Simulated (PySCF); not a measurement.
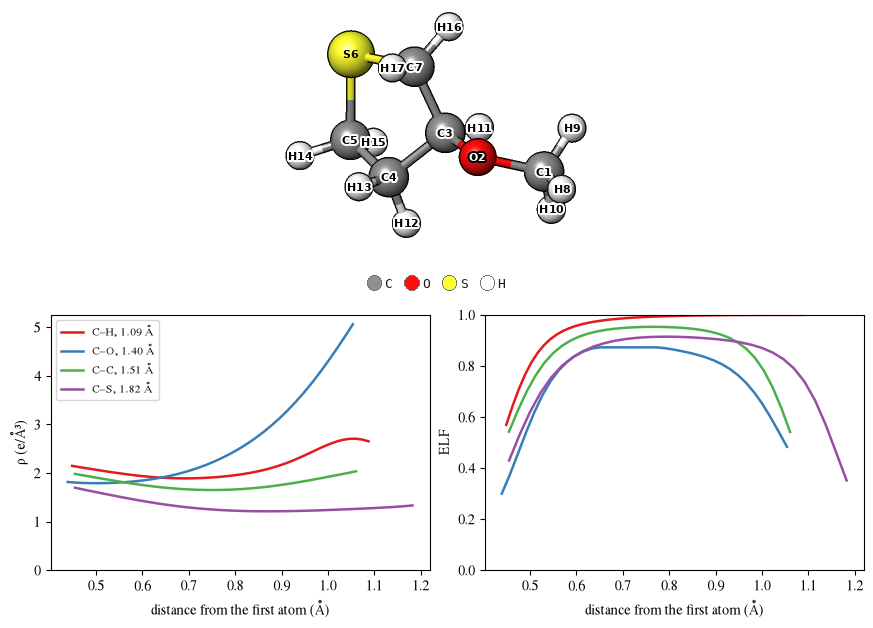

The picture shows: C5H10OS. Electron density and ELF along straight lines between neighbouring atoms. The curves leave out the atomic cores. The structure is drawn too.

Geometry: GFN2-xTB.

Level of theory: PySCF, revPBE/pcSseg-1, SCF density, gas phase, non-relativistic.

```xyz
17

C     2.5320   -0.0669    0.1277
O     1.3173    0.3474    0.6992
C     0.1689    0.1289   -0.0938
C    -0.8368   -0.7958    0.6043
C    -2.1135   -0.7345   -0.2089
S    -2.2785    1.0040   -0.7753
C    -0.5747    1.4470   -0.3185
H     3.3046    0.1727    0.8559
H     2.7404    0.4650   -0.8079
H     2.5404   -1.1461   -0.0655
H     0.4471   -0.3037   -1.0645
H    -0.4570   -1.8155    0.6713
H    -0.9992   -0.4167    1.6144
H    -3.0004   -0.9912    0.3655
H    -2.0605   -1.3659   -1.0964
H    -0.1411    2.0484   -1.1146
H    -0.5892    2.0229    0.6071
```

What can be read from the curves?

C–H (1.09 Å): ρ at the midpoint is about 2 e/Å³; the ELF climbs to about 1 towards the hydrogen, as it does in any bond to H: a covalent bond by its length.
C–O (1.40 Å): the density is about 2 e/Å³ at the midpoint, with its minimum of 1.8 e/Å³ about 0.5 Å from C; the ELF peaks at about 0.85 between the atoms; a polar covalent bond.
C–C (1.51 Å): ρ is about 1.6 e/Å³ halfway; the ELF peaks at about 0.95 between the atoms, as expected for a covalent bond.
C–S (1.82 Å): ρ at the midpoint is about 1.2 e/Å³; the ELF peaks at about 0.90 between the atoms; a covalent bond.
